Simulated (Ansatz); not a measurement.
BH₂: molecular dynamics (part 3 of 3)

Continued. System: BH₂, multiplicity 2. Method: UKS B3LYP-D4/def2-SVP (Ansatz 0.2.0). It belongs to a series of runs on one base structure; here: dynamics from the start.

Geometry of the input (Å):
```
B  0.2686  -0.1699  0.1315
H  0.2940  1.0242  0.2729
H  -0.5626  -0.8543  -0.4044
```

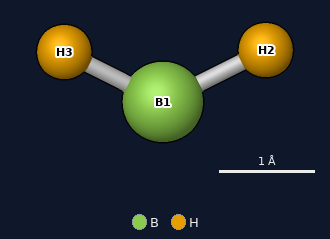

**Figure 1.** The geometry at step 77 of the log (ball-and-stick view, seen at a tilt; atoms are numbered from 1 in the order of the input).

**Trajectory as extended XYZ, continued**
```
3
Properties=species:S:1:pos:R:3:forces:R:3 step=54 time_fs=27.0 energy=-705.16467 temperature=215.9
B     0.2627   -0.1699    0.1282    0.3721   0.7930   0.2917
H     0.3332    1.0556    0.2981   -0.1794  -0.8228  -0.1876
H    -0.5385   -0.8858   -0.3943   -0.1927   0.0298  -0.1041
3
Properties=species:S:1:pos:R:3:forces:R:3 step=55 time_fs=27.5 energy=-705.15746 temperature=160.8
B     0.2632   -0.1703    0.1284    0.2765   0.8569   0.2454
H     0.3332    1.0638    0.2990   -0.1909  -0.9870  -0.2115
H    -0.5433   -0.8893   -0.3974   -0.0856   0.1301  -0.0338
3
Properties=species:S:1:pos:R:3:forces:R:3 step=56 time_fs=28.0 energy=-705.15088 temperature=110.5
B     0.2637   -0.1706    0.1286    0.1749   0.8683   0.1900
H     0.3327    1.0697    0.2993   -0.1972  -1.0960  -0.2266
H    -0.5483   -0.8925   -0.4005    0.0223   0.2278   0.0367
3
Properties=species:S:1:pos:R:3:forces:R:3 step=57 time_fs=28.5 energy=-705.14621 temperature=74.8
B     0.2642   -0.1706    0.1289    0.0733   0.8331   0.1296
H     0.3317    1.0730    0.2991   -0.1981  -1.1500  -0.2329
H    -0.5533   -0.8951   -0.4035    0.1248   0.3170   0.1033
3
Properties=species:S:1:pos:R:3:forces:R:3 step=58 time_fs=29.0 energy=-705.14438 temperature=60.9
B     0.2648   -0.1705    0.1293   -0.0231   0.7566   0.0678
H     0.3303    1.0735    0.2984   -0.1938  -1.1495  -0.2305
H    -0.5579   -0.8970   -0.4063    0.2169   0.3930   0.1627
3
Properties=species:S:1:pos:R:3:forces:R:3 step=59 time_fs=29.5 energy=-705.14581 temperature=71.9
B     0.2654   -0.1702    0.1296   -0.1100   0.6431   0.0073
H     0.3284    1.0713    0.2971   -0.1844  -1.0952  -0.2194
H    -0.5620   -0.8980   -0.4087    0.2944   0.4521   0.2121
3
Properties=species:S:1:pos:R:3:forces:R:3 step=60 time_fs=30.0 energy=-705.15035 temperature=106.6
B     0.2659   -0.1698    0.1300   -0.1838   0.4958  -0.0495
H     0.3261    1.0664    0.2953   -0.1703  -0.9876  -0.2001
H    -0.5655   -0.8978   -0.4106    0.3541   0.4919   0.2496
3
Properties=species:S:1:pos:R:3:forces:R:3 step=61 time_fs=30.5 energy=-705.15723 temperature=159.2
B     0.2664   -0.1692    0.1303   -0.2418   0.3177  -0.1008
H     0.3233    1.0592    0.2930   -0.1520  -0.8281  -0.1729
H    -0.5680   -0.8965   -0.4119    0.3938   0.5104   0.2737
3
Properties=species:S:1:pos:R:3:forces:R:3 step=62 time_fs=31.0 energy=-705.16519 temperature=220.0
B     0.2668   -0.1686    0.1306   -0.2819   0.1123  -0.1450
H     0.3202    1.0500    0.2902   -0.1299  -0.6191  -0.1383
H    -0.5697   -0.8940   -0.4125    0.4118   0.5069   0.2834
3
Properties=species:S:1:pos:R:3:forces:R:3 step=63 time_fs=31.5 energy=-705.17266 temperature=277.0
B     0.2672   -0.1680    0.1309   -0.3022  -0.1148  -0.1805
H     0.3168    1.0393    0.2872   -0.1049  -0.3659  -0.0974
H    -0.5703   -0.8902   -0.4125    0.4072   0.4807   0.2780
3
Properties=species:S:1:pos:R:3:forces:R:3 step=64 time_fs=32.0 energy=-705.17809 temperature=318.4
B     0.2675   -0.1673    0.1311   -0.3012  -0.3548  -0.2056
H     0.3131    1.0277    0.2839   -0.0780  -0.0774  -0.0517
H    -0.5700   -0.8853   -0.4118    0.3792   0.4322   0.2572
3
Properties=species:S:1:pos:R:3:forces:R:3 step=65 time_fs=32.5 energy=-705.18028 temperature=335.1
B     0.2678   -0.1668    0.1313   -0.2777  -0.5943  -0.2180
H     0.3092    1.0160    0.2805   -0.0503   0.2322  -0.0032
H    -0.5688   -0.8794   -0.4105    0.3280   0.3621   0.2213
3
Properties=species:S:1:pos:R:3:forces:R:3 step=66 time_fs=33.0 energy=-705.17878 temperature=323.7
B     0.2680   -0.1664    0.1315   -0.2314  -0.8153  -0.2158
H     0.3053    1.0048    0.2771   -0.0231   0.5432   0.0450
H    -0.5667   -0.8726   -0.4086    0.2545   0.2720   0.1707
3
Properties=species:S:1:pos:R:3:forces:R:3 step=67 time_fs=33.5 energy=-705.17405 temperature=287.7
B     0.2681   -0.1662    0.1316   -0.1628  -0.9957  -0.1968
H     0.3012    0.9949    0.2738    0.0023   0.8310   0.0899
H    -0.5641   -0.8652   -0.4064    0.1605   0.1647   0.1069
3
Properties=species:S:1:pos:R:3:forces:R:3 step=68 time_fs=34.0 energy=-705.16746 temperature=237.6
B     0.2682   -0.1662    0.1316   -0.0742  -1.1126  -0.1600
H     0.2972    0.9870    0.2707    0.0248   1.0685   0.1277
H    -0.5611   -0.8573   -0.4039    0.0494   0.0441   0.0322
3
Properties=species:S:1:pos:R:3:forces:R:3 step=69 time_fs=34.5 energy=-705.16084 temperature=187.3
B     0.2683   -0.1664    0.1316    0.0297  -1.1464  -0.1057
H     0.2932    0.9817    0.2679    0.0438   1.2308   0.1556
H    -0.5580   -0.8494   -0.4013   -0.0735  -0.0844  -0.0499
3
Properties=species:S:1:pos:R:3:forces:R:3 step=70 time_fs=35.0 energy=-705.15600 temperature=150.4
B     0.2683   -0.1669    0.1316    0.1420  -1.0855  -0.0366
H     0.2893    0.9793    0.2655    0.0590   1.2992   0.1714
H    -0.5550   -0.8416   -0.3988   -0.2010  -0.2137  -0.1347
3
Properties=species:S:1:pos:R:3:forces:R:3 step=71 time_fs=35.5 energy=-705.15409 temperature=135.7
B     0.2685   -0.1676    0.1316    0.2533  -0.9310   0.0418
H     0.2856    0.9800    0.2635    0.0707   1.2664   0.1744
H    -0.5525   -0.8344   -0.3967   -0.3240  -0.3355  -0.2162
3
Properties=species:S:1:pos:R:3:forces:R:3 step=72 time_fs=36.0 energy=-705.15533 temperature=145.0
B     0.2686   -0.1686    0.1316    0.3524  -0.6968   0.1220
H     0.2821    0.9838    0.2619    0.0795   1.1375   0.1655
H    -0.5508   -0.8280   -0.3950   -0.4319  -0.4406  -0.2875
3
Properties=species:S:1:pos:R:3:forces:R:3 step=73 time_fs=36.5 energy=-705.15906 temperature=173.3
B     0.2689   -0.1697    0.1316    0.4279  -0.4082   0.1948
H     0.2787    0.9902    0.2608    0.0861   0.9288   0.1470
H    -0.5502   -0.8226   -0.3941   -0.5140  -0.5206  -0.3417
3
Properties=species:S:1:pos:R:3:forces:R:3 step=74 time_fs=37.0 energy=-705.16406 temperature=211.3
B     0.2692   -0.1709    0.1317    0.4696  -0.0962   0.2513
H     0.2755    0.9989    0.2599    0.0913   0.6644   0.1217
H    -0.5507   -0.8184   -0.3939   -0.5610  -0.5682  -0.3730
3
Properties=species:S:1:pos:R:3:forces:R:3 step=75 time_fs=37.5 energy=-705.16898 temperature=248.8
B     0.2697   -0.1721    0.1318    0.4706   0.2087   0.2843
H     0.2726    1.0092    0.2594    0.0957   0.3708   0.0929
H    -0.5526   -0.8157   -0.3947   -0.5664  -0.5795  -0.3772
3
Properties=species:S:1:pos:R:3:forces:R:3 step=76 time_fs=38.0 energy=-705.17266 temperature=276.9
B     0.2702   -0.1733    0.1320    0.4284   0.4809   0.2898
H     0.2699    1.0204    0.2591    0.0997   0.0729   0.0633
H    -0.5559   -0.8143   -0.3964   -0.5281  -0.5538  -0.3531
3
Properties=species:S:1:pos:R:3:forces:R:3 step=77 time_fs=38.5 energy=-705.17431 temperature=289.5
B     0.2709   -0.1743    0.1323    0.3453   0.7035   0.2673
H     0.2674    1.0317    0.2589    0.1034  -0.2091   0.0353
H    -0.5604   -0.8142   -0.3989   -0.4486  -0.4944  -0.3025
3
Properties=species:S:1:pos:R:3:forces:R:3 step=78 time_fs=39.0 energy=-705.17356 temperature=283.8
B     0.2716   -0.1752    0.1326    0.2280   0.8680   0.2195
H     0.2652    1.0425    0.2588    0.1068  -0.4604   0.0104
H    -0.5660   -0.8154   -0.4021   -0.3348  -0.4076  -0.2299
3
Properties=species:S:1:pos:R:3:forces:R:3 step=79 time_fs=39.5 energy=-705.17050 temperature=260.4
B     0.2724   -0.1760    0.1329    0.0863   0.9732   0.1518
H     0.2632    1.0523    0.2587    0.1101  -0.6713  -0.0102
H    -0.5724   -0.8174   -0.4059   -0.1964  -0.3019  -0.1416
3
Properties=species:S:1:pos:R:3:forces:R:3 step=80 time_fs=40.0 energy=-705.16563 temperature=223.2
B     0.2732   -0.1765    0.1333   -0.0686   1.0228   0.0709
H     0.2615    1.0604    0.2587    0.1131  -0.8365  -0.0262
H    -0.5793   -0.8203   -0.4101   -0.0446  -0.1863  -0.0447
3
Properties=species:S:1:pos:R:3:forces:R:3 step=81 time_fs=40.5 energy=-705.15976 temperature=178.3
B     0.2740   -0.1767    0.1337   -0.2256   1.0226  -0.0166
H     0.2600    1.0665    0.2585    0.1158  -0.9533  -0.0372
H    -0.5863   -0.8235   -0.4143    0.1098  -0.0693   0.0537
3
Properties=species:S:1:pos:R:3:forces:R:3 step=82 time_fs=41.0 energy=-705.15395 temperature=133.9
B     0.2747   -0.1768    0.1341   -0.3750   0.9794  -0.1044
H     0.2589    1.0704    0.2583    0.1180  -1.0210  -0.0431
H    -0.5930   -0.8270   -0.4184    0.2570   0.0416   0.1475
3
Properties=species:S:1:pos:R:3:forces:R:3 step=83 time_fs=41.5 energy=-705.14924 temperature=97.9
B     0.2754   -0.1766    0.1345   -0.5090   0.8988  -0.1876
H     0.2580    1.0718    0.2579    0.1198  -1.0395  -0.0441
H    -0.5991   -0.8303   -0.4221    0.3892   0.1407   0.2317
3
Properties=species:S:1:pos:R:3:forces:R:3 step=84 time_fs=42.0 energy=-705.14654 temperature=77.2
B     0.2759   -0.1762    0.1349   -0.6217   0.7856  -0.2624
H     0.2574    1.0707    0.2575    0.1209  -1.0093  -0.0403
H    -0.6043   -0.8333   -0.4253    0.5008   0.2238   0.3027
3
Properties=species:S:1:pos:R:3:forces:R:3 step=85 time_fs=42.5 energy=-705.14635 temperature=75.8
B     0.2763   -0.1756    0.1351   -0.7091   0.6432  -0.3263
H     0.2571    1.0672    0.2569    0.1215  -0.9312  -0.0316
H    -0.6082   -0.8358   -0.4278    0.5876   0.2880   0.3579
3
Properties=species:S:1:pos:R:3:forces:R:3 step=86 time_fs=43.0 energy=-705.14874 temperature=94.1
B     0.2766   -0.1749    0.1353   -0.7687   0.4746  -0.3774
H     0.2571    1.0615    0.2563    0.1215  -0.8063  -0.0183
H    -0.6108   -0.8375   -0.4294    0.6472   0.3317   0.3958
3
Properties=species:S:1:pos:R:3:forces:R:3 step=87 time_fs=43.5 energy=-705.15323 temperature=128.3
B     0.2766   -0.1741    0.1355   -0.7988   0.2833  -0.4146
H     0.2574    1.0538    0.2557    0.1209  -0.6370  -0.0006
H    -0.6118   -0.8385   -0.4301    0.6779   0.3536   0.4152
3
Properties=species:S:1:pos:R:3:forces:R:3 step=88 time_fs=44.0 energy=-705.15891 temperature=171.7
B     0.2765   -0.1733    0.1355   -0.7986   0.0741  -0.4368
H     0.2579    1.0447    0.2550    0.1199  -0.4273   0.0212
H    -0.6112   -0.8386   -0.4298    0.6787   0.3532   0.4156
3
Properties=species:S:1:pos:R:3:forces:R:3 step=89 time_fs=44.5 energy=-705.16461 temperature=215.2
B     0.2762   -0.1724    0.1354   -0.7678  -0.1457  -0.4431
H     0.2588    1.0345    0.2544    0.1186  -0.1844   0.0464
H    -0.6090   -0.8379   -0.4285    0.6493   0.3301   0.3967
3
Properties=species:S:1:pos:R:3:forces:R:3 step=90 time_fs=45.0 energy=-705.16914 temperature=249.7
B     0.2758   -0.1715    0.1353   -0.7066  -0.3652  -0.4324
H     0.2599    1.0238    0.2539    0.1172   0.0808   0.0739
H    -0.6052   -0.8364   -0.4262    0.5894   0.2844   0.3585
3
Properties=species:S:1:pos:R:3:forces:R:3 step=91 time_fs=45.5 energy=-705.17159 temperature=268.5
B     0.2752   -0.1708    0.1350   -0.6158  -0.5697  -0.4037
H     0.2613    1.0134    0.2536    0.1160   0.3533   0.1022
H    -0.6000   -0.8342   -0.4231    0.4998   0.2164   0.3014
3
Properties=species:S:1:pos:R:3:forces:R:3 step=92 time_fs=46.0 energy=-705.17157 temperature=268.5
B     0.2744   -0.1701    0.1347   -0.4971  -0.7412  -0.3558
H     0.2630    1.0038    0.2535    0.1150   0.6136   0.1295
H    -0.5936   -0.8315   -0.4192    0.3821   0.1276   0.2264
3
Properties=species:S:1:pos:R:3:forces:R:3 step=93 time_fs=46.5 energy=-705.16934 temperature=251.6
B     0.2735   -0.1696    0.1342   -0.3534  -0.8603  -0.2885
H     0.2650    0.9956    0.2537    0.1142   0.8401   0.1532
H    -0.5863   -0.8285   -0.4148    0.2392   0.0202   0.1353
3
Properties=species:S:1:pos:R:3:forces:R:3 step=94 time_fs=47.0 energy=-705.16567 temperature=223.7
B     0.2726   -0.1694    0.1337   -0.1895  -0.9095  -0.2025
H     0.2672    0.9895    0.2543    0.1132   1.0112   0.1708
H    -0.5784   -0.8255   -0.4101    0.0763  -0.1017   0.0316
3
Properties=species:S:1:pos:R:3:forces:R:3 step=95 time_fs=47.5 energy=-705.16165 temperature=193.0
B     0.2716   -0.1693    0.1332   -0.0124  -0.8772  -0.1004
H     0.2698    0.9858    0.2553    0.1113   1.1090   0.1802
H    -0.5704   -0.8227   -0.4053   -0.0989  -0.2319  -0.0798
3
Properties=species:S:1:pos:R:3:forces:R:3 step=96 time_fs=48.0 energy=-705.15832 temperature=167.7
B     0.2706   -0.1694    0.1326    0.1682  -0.7613   0.0125
H     0.2725    0.9848    0.2568    0.1076   1.1233   0.1797
H    -0.5625   -0.8204   -0.4007   -0.2759  -0.3620  -0.1922
3
Properties=species:S:1:pos:R:3:forces:R:3 step=97 time_fs=48.5 energy=-705.15649 temperature=153.7
B     0.2697   -0.1697    0.1321    0.3404  -0.5716   0.1286
H     0.2756    0.9864    0.2586    0.1011   1.0533   0.1686
H    -0.5554   -0.8190   -0.3966   -0.4415  -0.4817  -0.2972
3
Properties=species:S:1:pos:R:3:forces:R:3 step=98 time_fs=49.0 energy=-705.15655 temperature=154.1
B     0.2688   -0.1701    0.1315    0.4906  -0.3287   0.2382
H     0.2789    0.9906    0.2609    0.0911   0.9079   0.1475
H    -0.5493   -0.8188   -0.3932   -0.5817  -0.5792  -0.3857
3
Properties=species:S:1:pos:R:3:forces:R:3 step=99 time_fs=49.5 energy=-705.15850 temperature=169.1
B     0.2680   -0.1706    0.1311    0.6055  -0.0605   0.3307
H     0.2824    0.9969    0.2635    0.0769   0.7040   0.1179
H    -0.5446   -0.8199   -0.3907   -0.6825  -0.6435  -0.4486
3
Properties=species:S:1:pos:R:3:forces:R:3 step=100 time_fs=50.0 energy=-705.16204 temperature=196.2
B     0.2674   -0.1711    0.1307    0.6743   0.2029   0.3971
H     0.2860    1.0049    0.2664    0.0588   0.4625   0.0821
H    -0.5415   -0.8226   -0.3892   -0.7331  -0.6654  -0.4792
```
